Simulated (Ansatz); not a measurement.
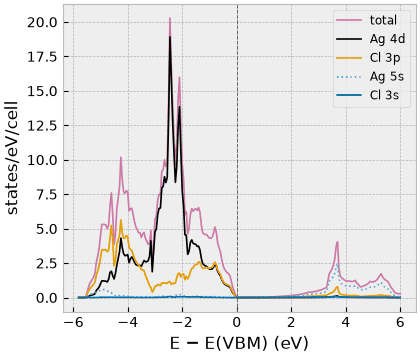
Fig. 1. Total and projected density of states of AgCl in space group Cmcm (No. 63; Ag on 4c, Cl on 4c), the program Ansatz at the r²SCAN level (PAW)

Which orbitals carry the states next to the gap?

Top 1 eV of the valence band: Cl 3p 51 %, Ag 4d 48 %. Bottom 1 eV of the conduction band: Ag 5s 65 %, Cl 3s 16 %, Cl 3p 14 %. Projections are on Löwdin-orthogonalised atomic valence shells; empty p or d shells of many metals are not among them.

Where is the tallest occupied peak in this window, and what makes it?

Near -2.5 eV, about 20 states/eV per cell; the largest projected share is Ag 4d.

The workflow started from a Materials Project entry (that database holds measured and hypothetical structures alike); the Crystallography Open Database copy checked does not list it. It is not the phase usual at ambient conditions (space group No. 225). The cell was relaxed with r²SCAN under the symmetry of its start; its stability against distortions is not shown here. No spin polarisation was allowed. Spin–orbit coupling is left out wherever it is not named.

Potentials: the later of the program's two PAW sets.
